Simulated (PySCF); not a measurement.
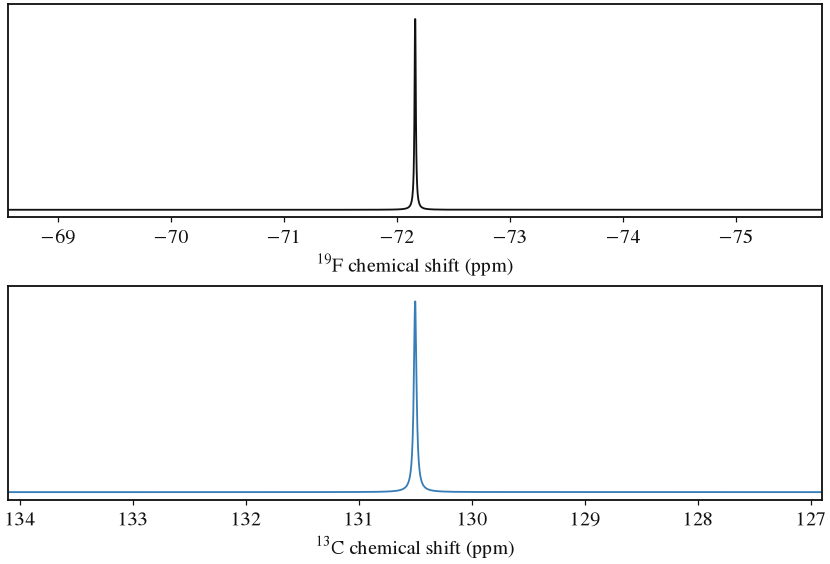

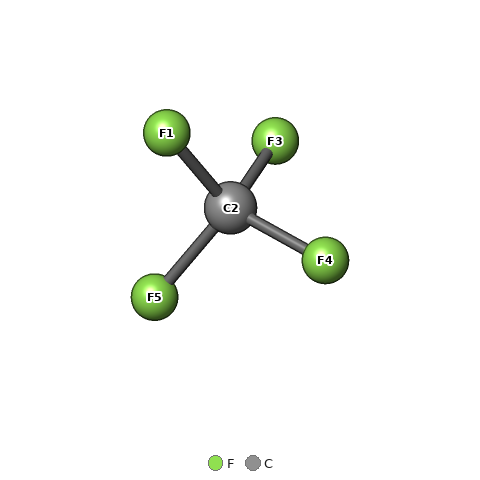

Spectrum and numbered structure of CF₄ (carbon tetrafluoride), SMILES FC(F)(F)F. GIAO shifts, B97-2/pcSseg-2, PySCF, at a PBE0-D3(BJ)/def2-SVP geometry (no frequency check), against CFCl₃ for ¹⁹F and TMS for ¹³C computed at the same level (¹⁹F: this reference is a hard case for the method, so all values can be off together by tens of ppm, and differences between signals are safer). Gas phase, fully decoupled, line heights follow the number of nuclei, widths are arbitrary (no quadrupolar broadening); values of one conformer, averaged over methyl-type rotors and exact or near symmetry.

Q: Where does the ¹⁹F line lie?

A: At −72.2 ppm (F1, F3, F4 and F5).

Q: Where does the ¹³C line lie?

A: At 130.5 ppm (C2).
